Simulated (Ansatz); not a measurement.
# C2H2F2 (vinylidene fluoride) at wB97X/aug-cc-pVDZ

Aim: the electronic atomisation energy of C2H2F2 (vinylidene fluoride) at wB97X/aug-cc-pVDZ, from 4 runs. 

Program for the calculation: Ansatz 0.2.0.

47 further runs of the same task are left out: 47 set aside as unsound or not needed.

## Step 1: The system as given

C2H2F2 has 6 atoms, charge 0, and is taken as a singlet. SMILES: `C=C(F)F`. Geometry: relaxed at PBE0-D4/def2-TZVP.

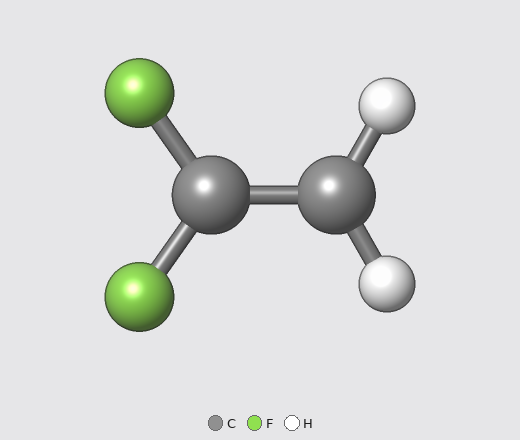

The structure, seen from a chosen angle (carbon grey, fluorine green, hydrogen white).

## Step 2: A single-point energy at wB97X/aug-cc-pVDZ

run.yaml

```yaml
crystal:
  periodic: [false, false, false]
  atoms:
    - symbol: C
      position_ang: [-0.115900, 0.471000, -0.544400]
    - symbol: C
      position_ang: [0.105000, -0.394600, 0.420100]
    - symbol: F
      position_ang: [-0.454900, -0.363600, 1.607600]
    - symbol: F
      position_ang: [0.919200, -1.422100, 0.343000]
    - symbol: H
      position_ang: [0.394200, 0.360600, -1.488400]
    - symbol: H
      position_ang: [-0.805600, 1.284800, -0.384200]
basis:
  gaussian:
    orbitals: aug-cc-pVDZ
hamiltonian:
  xc: {name: wB97X}
accuracy: high
output: {orbitals: {seedname: orbitals}}
```

Command:

```sh
ansatz run run.yaml --threads 1 --pin off --max-ram 3480MiB --events-out events.jsonl --progress --plain --runs-dir runs
```

Standard output:

```text
Warning: RAYON_NUM_THREADS=1 ignored (pool sized by the plan → 1); use --threads N
Functional definition: wB97X
  name "wB97X"
  parameter omega = 0.3/bohr
  parameter cx = 0.157706
  parameter cx1 = 0.726479
  parameter cx2 = 1.04760
  parameter cx3 = -5.70635
  parameter cx4 = 13.2794
  parameter css1 = -4.33879
  parameter css2 = 18.2308
  parameter css3 = -31.7430
  parameter css4 = 17.2901
  parameter cos1 = 2.37031
  parameter cos2 = -11.3995
  parameter cos3 = 6.58405
  parameter cos4 = -3.78132
  exchange = spin_sum(e_x_unif_sr(omega)*poly(b97_u_x, 1 - cx, cx1, cx2, cx3, cx4)) + cx*exact_x_sr(omega)
      + exact_x_lr(omega)
  correlation = spin_sum(e_c_pw_same_spin*poly(b97_u_same, 1, css1, css2, css3, css4))
      + integral(e_c_pw_opposite_spin*poly(b97_u_opposite, 1, cos1, cos2, cos3, cos4))
2192 factors; integrals over basis functions are off by at most 3.1e-9 eV
427 factors; integrals over basis functions are off by at most 2.2e-9 eV
mean field evaluation 1: about -7534.9768 eV, gradient 4.1e1 eV
mean field evaluation 2: about -7536.2126 eV, gradient 3.5e1 eV
mean field evaluation 4: about -7538.5367 eV, gradient 1.3e0 eV
mean field evaluation 8: about -7538.5426 eV, gradient 5.2e-2 eV
mean field evaluation 16: about -7538.5427 eV, gradient 7.4e-6 eV
mean field -7538.54265046 eV, -277.0363325966 hartree, gradient 6.5e-8 eV, S^2 0.000000; 0 other end points of the search recorded, 0 dependent functions left out
reference -7538.54264357 eV, -277.0363323433 hartree; 16, 16 occupied and 94, 94 virtual orbitals, 2192 factors
Total energy: -7538.54264357 eV, -277.0363323433 hartree
```

It took 24 s on 1 thread of Arm Neoverse V1, shared host; peak memory 0.52 GiB.

## Step 3: The C atom, same level

input.yaml

```yaml
crystal:
  periodic: [false, false, false]
  atoms:
    - {symbol: C, position_ang: [0.000000, 0.000000, 0.000000]}
basis:
  gaussian: {orbitals: aug-cc-pVDZ}
accuracy: high
hamiltonian: {xc: {name: wB97X}}
magnetization: {spin_polarized: true, initial_magnetization: 2}
```

Run the same way, it converges to -37.84121 Eh (log not shown).

## Step 4: The F atom

run.yaml

```yaml
crystal:
  periodic: [false, false, false]
  atoms:
    - {symbol: F, position_ang: [0.000000, 0.000000, 0.000000]}
basis:
  gaussian:
    orbitals: aug-cc-pVDZ
hamiltonian:
  xc: {name: wB97X}
accuracy: high
magnetization:
  spin_polarized: true
  initial_magnetization: 1
```

Run the same way, it converges to -99.71648 Eh (log not shown).

## Step 5: The H atom, same level

molecule.yaml

```yaml
crystal:
  periodic: [false, false, false]
  atoms:
    - {symbol: H, position_ang: [0.000000, 0.000000, 0.000000]}
basis:
  gaussian:
    orbitals: aug-cc-pVDZ
accuracy: high
magnetization:
  spin_polarized: true
  initial_magnetization: 1
hamiltonian:
  xc: {name: wB97X}
```

Run the same way, it converges to -0.50101 Eh (log not shown).

## Step 6: What came out

At wB97X/aug-cc-pVDZ:

| quantity | value |
| --- | --- |
| molecule: total energy | -277.03633 Eh |
| molecule: HOMO energy | -10.22 eV |
| molecule: LUMO energy | 1.27 eV |
| molecule: HOMO–LUMO gap | 11.48 eV |
| C atom: total energy | -37.84121 Eh |
| C atom: ⟨S²⟩ | 2.005 |
| F atom: total energy | -99.71648 Eh |
| F atom: ⟨S²⟩ | 0.752 |
| H atom: total energy | -0.50101 Eh |
| H atom: ⟨S²⟩ | 0.750 |
| electronic atomisation energy | 25.006 eV |

**Reading.** Taking the molecule apart into free atoms costs 25.01 eV (2413 kJ/mol), before zero-point energy and without spin-orbit coupling.
